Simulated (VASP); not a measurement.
# MnS with r2SCAN: from relaxation to properties

What structure does MnS take at this level, and what are its properties? The steps: magnetic order: ferromagnetic, magnetic order: antiferromagnetic, q = (0, 0, 1/2), magnetic order: antiferromagnetic, q = (1/2, 1/2, 0), the orders side by side, full relaxation (r2SCAN), second relaxation, density, ELF and potential (r2SCAN), band structure (r2SCAN), total and projected DOS (r2SCAN), independent-particle dielectric function (r2SCAN), optical spectrum (r2SCAN) and ionic relaxation at fixed cell (r2SCAN), changed input. The start is a cell from a database of measured crystal structures.

Method: r2SCAN, spin-polarised from a ferromagnetic start (one magnetic atom a cell); plane waves and PAW (Mn_pv, S), in the first sound run; inputs show where later runs differ, in VASP 6.6.1.

The database entry behind the starting cell differs from later determinations by our own check (an axis about 0.2 % short against later determinations), so it need not match the best structure at ambient conditions.

**1. Set-up**

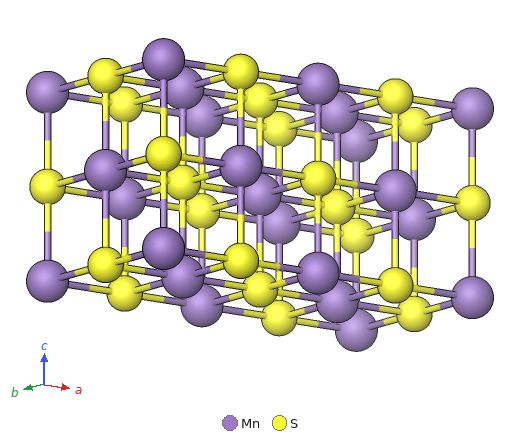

The starting structure, seen from a free direction (manganese light purple, sulfur yellow). 2×1×1 cells are drawn. This picture shows the conventional cell, with its axes. Some periodic images of atoms are drawn too.

Structure file:

```xyz
2
Lattice="0.0000 2.6045 2.6045 2.6045 0.0000 2.6045 2.6045 2.6045 0.0000" Properties=species:S:1:pos:R:3 pbc="T T T"
Mn    0.0000    0.0000    0.0000
S     2.6045    2.6045    2.6045
```

**2. Magnetic order: ferromagnetic**

The properties of a magnet depend on its order, so a few collinear patterns are compared first on the cell as listed, beginning with all moments parallel. r2SCAN adds the kinetic-energy density, costs more than a GGA and is run with LASPH.

File INCAR:

```
SYSTEM = MnS
PREC = Accurate
ENCUT = 400
EDIFF = 1E-06
NELM = 100
ISMEAR = 0
SIGMA = 0.05
LREAL = .FALSE.
ALGO = Normal
METAGGA = R2SCAN
LASPH = .TRUE.
NBANDS = 19
ISPIN = 2
MAGMOM = 4 0
LMAXMIX = 4
LORBIT = 11
LWAVE = .FALSE.
LCHARG = .FALSE.
KPAR = 4
ISIF = 2
```

File POSCAR:

```
MnS
1.0
    0.0000000000      2.6045000000      2.6045000000
    2.6045000000      0.0000000000      2.6045000000
    2.6045000000      2.6045000000      0.0000000000
Mn S
1 1
Direct
    0.0000000000      0.0000000000      0.0000000000
    0.5000000000      0.5000000000      0.5000000000
```

File KPOINTS:

```
Automatic mesh
0
Gamma
7 7 7
0 0 0
```

The projector-augmented-wave data sets are Mn_pv and S (PBE family, release 64).

On the command line:

```sh
$ mpirun -np 4 vasp_std
```

Output:

```text
[banner, memory and clock lines left out]
running    4 mpi-ranks, on    1 nodes
 distrk:  each k-point on    1 cores,    4 groups
 distr:  one band on    1 cores,    1 groups

 POSCAR found type information on POSCAR MnS
 POSCAR found :  2 types and       2 ions
|                                                                             |
|               ----> ADVICE to this user running VASP <----                  |
|                                                                             |
|     You enforced a specific xc type in the INCAR file but a different       |
|     [... a line on the potential file left out ...]
|     I HOPE YOU KNOW WHAT YOU ARE DOING!                                     |
|                                                                             |

 LDA part: xc-table for (None), standard interpolation
 POSCAR, INCAR and KPOINTS ok, starting setup
 FFT: planning ... GRIDC
 FFT: planning ... GRID_SOFT
 FFT: planning ... GRID
 WAVECAR not read
 entering main loop
       N       E                     dE             d eps       ncg     rms          rms(c)
DAV:   1     0.120754493807E+03    0.12075E+03   -0.93294E+03  1528   0.878E+02
DAV:   2    -0.224195913367E+02   -0.14317E+03   -0.13511E+03  1603   0.267E+02
DAV:   3    -0.290528887738E+02   -0.66333E+01   -0.65754E+01  1790   0.648E+01
DAV:   4    -0.291302842215E+02   -0.77395E-01   -0.77358E-01  1697   0.715E+00
DAV:   5    -0.291315855471E+02   -0.13013E-02   -0.13013E-02  1677   0.958E-01    0.120E+01
DAV:   6    -0.247535804413E+02    0.43780E+01   -0.10083E+01  1652   0.364E+01    0.148E+01
DAV:   7    -0.248806575961E+02   -0.12708E+00   -0.83249E-01  1610   0.849E+00    0.830E+00
DAV:   8    -0.248723686603E+02    0.82889E-02   -0.11702E-01  1661   0.416E+00    0.464E+00
DAV:   9    -0.248763019361E+02   -0.39333E-02   -0.66987E-02  1647   0.269E+00    0.836E-01
DAV:  10    -0.248754818682E+02    0.82007E-03   -0.15553E-02  1633   0.143E+00    0.281E-01
DAV:  11    -0.248758219159E+02   -0.34005E-03   -0.91773E-04  1676   0.259E-01    0.159E-01
DAV:  12    -0.248758612837E+02   -0.39368E-04   -0.92177E-05  1735   0.119E-01    0.757E-02
DAV:  13    -0.248758849687E+02   -0.23685E-04   -0.15681E-05  1780   0.380E-02    0.508E-02
DAV:  14    -0.248759002843E+02   -0.15316E-04   -0.71662E-06  1594   0.269E-02    0.167E-02
DAV:  15    -0.248759045832E+02   -0.42989E-05   -0.25583E-06  1662   0.128E-02    0.691E-03
DAV:  16    -0.248759057533E+02   -0.11701E-05   -0.43830E-07   820   0.461E-03    0.150E-03
DAV:  17    -0.248759054828E+02    0.27050E-06   -0.30350E-08   793   0.167E-03
   1 F= -.24875905E+02 E0= -.24875423E+02  d E =-.965883E-03  mag=     4.9652
```

The job ended after 26 s (4 MPI ranks of AMD EPYC 7R43, shared host; peak memory 0.49 GiB; 1.7 min of CPU time).

The logs omit lines about the potential files and the build; timing stands in the text.

From OUTCAR (step 2):

```text
ion  position               nearest neighbor table
   1  0.000  0.000  0.000-   2 2.60   2 2.60   2 2.60   2 2.60   2 2.60   2 2.60
   2  0.500  0.500  0.500-   1 2.60   1 2.60   1 2.60   1 2.60   1 2.60   1 2.60

  LATTYP: Found a face centered cubic cell.
 ALAT       =     5.2090000000

 Subroutine GETGRP returns: Found 48 space group operations
 (whereof 48 operations were pure point group operations)

The static configuration has the point symmetry O_h .

 Found     20 irreducible k-points:

   k-points           NKPTS =     20   k-points in BZ     NKDIM =     20   number of bands    NBANDS=     19

   dimension x,y,z NGX =    24 NGY =   24 NGZ =   24
   dimension x,y,z NGXF=    48 NGYF=   48 NGZF=   48

   ENCUT  =  400.0 eV  29.40 Ry    5.42 a.u.   6.01  6.01  6.01*2*pi/ulx,y,z

   NELECT =      19.0000    total number of electrons

 k-points in reciprocal lattice and weights: Automatic mesh
   0.00000000  0.00000000  0.00000000       0.003
   0.14285714  0.00000000  0.00000000       0.023
   0.28571429  0.00000000  0.00000000       0.023
   0.42857143  0.00000000  0.00000000       0.023
   0.14285714  0.14285714  0.00000000       0.017
   0.28571429  0.14285714  0.00000000       0.070
   0.42857143  0.14285714  0.00000000       0.070
  -0.42857143  0.14285714  0.00000000       0.070
  -0.28571429  0.14285714  0.00000000       0.070
[...]
-0.42857143  0.42857143  0.14285714       0.070
  -0.28571429  0.42857143  0.14285714       0.070

 average (electrostatic) potential at core
       1 -73.8785       2 -87.9431

 E-fermi :   6.6190

 spin component 1
 k-point     1 :       0.0000    0.0000    0.0000
  band No.  band energies     occupation
    ...
      8       2.6699      1.00000
      9       2.6699      1.00000
     10       4.5896      1.00000
     11       4.5896      1.00000
     12       4.5896      1.00000
     13       8.7426      0.00000
     14      15.4661      0.00000
     15      15.4661      0.00000
     16      15.4661      0.00000
     17      17.7434      0.00000
    ...

 k-point     2 :       0.1429    0.0000    0.0000
  band No.  band energies     occupation
    ...
      8       2.6880      1.00000
      9       2.6881      1.00000
     10       3.7920      1.00000
     11       5.1042      1.00000
     12       5.1042      1.00000
     13       9.8516      0.00000
     14      14.2083      0.00000
     15      15.2464      0.00000
     16      15.2464      0.00000
     17      16.9858      0.00000
    ...

 k-point     3 :       0.2857    0.0000    0.0000
  band No.  band energies     occupation
    ...
      8       2.8783      1.00000
      9       2.8783      1.00000
     10       3.4433      1.00000
     11       5.9628      1.00000
     12       5.9628      1.00000
     13      10.4903      0.00000
     14      13.6615      0.00000
     15      13.6616      0.00000
     16      14.1547      0.00000
     17      17.6619      0.00000
    ...

 k-point     4 :       0.4286    0.0000    0.0000
  band No.  band energies     occupation
    ...
      8       3.0400      1.00000
      9       3.0400      1.00000
     10       3.4908      1.00000
     11       6.5802      0.86376
     12       6.5803      0.86358
     13       9.8859      0.00000
     14      12.4631      0.00000
     15      12.4631      0.00000
     16      15.3940      0.00000
     17      19.0304      0.00000
    ...

 k-point     5 :       0.1429    0.1429    0.0000
  band No.  band energies     occupation
    ...
      8       2.5102      1.00000
      9       2.7125      1.00000
     10       4.5361      1.00000
     11       4.5361      1.00000
     12       4.6158      1.00000
     13      10.3738      0.00000
     14      14.1176      0.00000
     15      14.4856      0.00000
     16      15.4357      0.00000
     17      15.4357      0.00000
    ...

 k-point     6 :       0.2857    0.1429    0.0000
  band No.  band energies     occupation
    ...
      8       2.6810      1.00000
      9       2.8980      1.00000
     10       3.6710      1.00000
     11       4.8665      1.00000
     12       5.5558      1.00000
     13      11.2562      0.00000
     14      12.6303      0.00000
     15      13.6569      0.00000
     16      15.0290      0.00000
     17      16.4582      0.00000
    ...

  Total       -0.0299179     -0.0299179     -0.0299179      0.0000000      0.0000000     -0.0000000
  in kB       -1.3565566     -1.3565566     -1.3565566      0.0000000      0.0000000     -0.0000000
  external PRESSURE =      -1.3565566 kB  Pullay stress =       0.0000000 kB

  energy-cutoff  :      400.00
  volume of cell :       35.33
      direct lattice vectors                 reciprocal lattice vectors
     0.000000000  2.604500000  2.604500000    -0.191975427  0.191975427  0.191975427
     2.604500000  0.000000000  2.604500000     0.191975427 -0.191975427  0.191975427
     2.604500000  2.604500000  0.000000000     0.191975427  0.191975427 -0.191975427

 POSITION                                       TOTAL-FORCE (eV/Angst)
 -----------------------------------------------------------------------------------
      0.00000      0.00000      0.00000        -0.000000      0.000000     -0.000000
      2.60450      2.60450      2.60450         0.000000     -0.000000      0.000000
 -----------------------------------------------------------------------------------
    total drift:                                0.000000     -0.000000     -0.000000

  FREE ENERGIE OF THE ION-ELECTRON SYSTEM (eV)
  ---------------------------------------------------
  free  energy   TOTEN  =       -24.8759054828 eV

  energy  without entropy=      -24.8749395996  energy(sigma->0) =      -24.87542254

 total charge
# of ion       s       p       d       tot
------------------------------------------
    1        0.219   6.161   4.898  11.279
    2        1.310   2.476   0.000   3.786
--------------------------------------------------
tot          1.529   8.637   4.898  15.065

 magnetization (x)
# of ion       s       p       d       tot
------------------------------------------
    1        0.050   0.037   4.401   4.489
    2        0.029   0.105   0.000   0.135
--------------------------------------------------
tot          0.080   0.143   4.401   4.623

[... 6 further parts left out ...]
```

The k-mesh is coarse for a metal. The PAW data sets were made with PBE, which is usual practice but a small mismatch for other functionals.

This step gave:

```yaml
scf_cycles: 17
electrons: 19
bands: 19
irreducible_k_points: 20
symmetry_operations: 48
free_energy_toten: -24.88 eV
energy_at_zero_smearing: -24.88 eV
fermi_energy: 6.619 eV
pressure: -0.1357 GPa
moment_of_the_cell_from_the_last_line_of_the_log: 4.965 μB
metallic: yes
```

Spin moment in the PAW sphere by atom:

```tsv
atom	spin moment in the PAW sphere (μB)
Mn1	4.49
S2	0.14
```

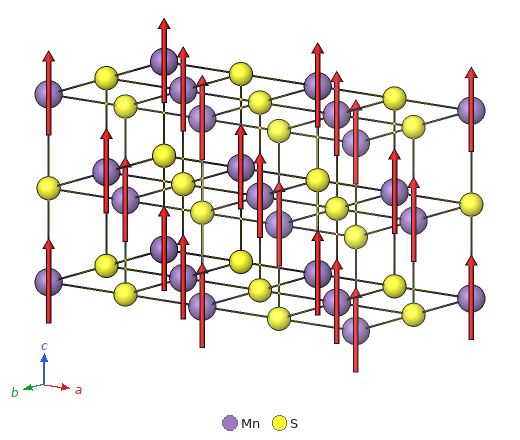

Spin moment in the PAW sphere as arrows, the longest 4.49 μB. Up and down stand for the sign. Arrows give size and sign along the axis of quantisation, drawn up and down the page. 2×1×1 conventional cells are drawn. Some periodic images of atoms are drawn too.

The run ends ferromagnetic with a largest moment of 4.49 μB, and the mesh shows no gap.

(Part 1 of 6 ends here.)

[Lines on the potential files, build, host, timing and source positions are cut from VASP's logs without a mark.]

[Logs are printed without paths, hosts, clocks, repeated set-up lines and the standing remarks that a program may print on its own settings, such as how far it seeks lower states.]

[Hosts, paths, dates, database ids (printed as entryN), source tags and the programs' standing remarks are cut or masked in the printed files.]

[A measured line is paired with the nearest computed mode of its activity, which favours agreement.]

[In band tables of VASP the shares of atoms and orbitals are scaled to a sum of 1 inside the atoms' spheres.]
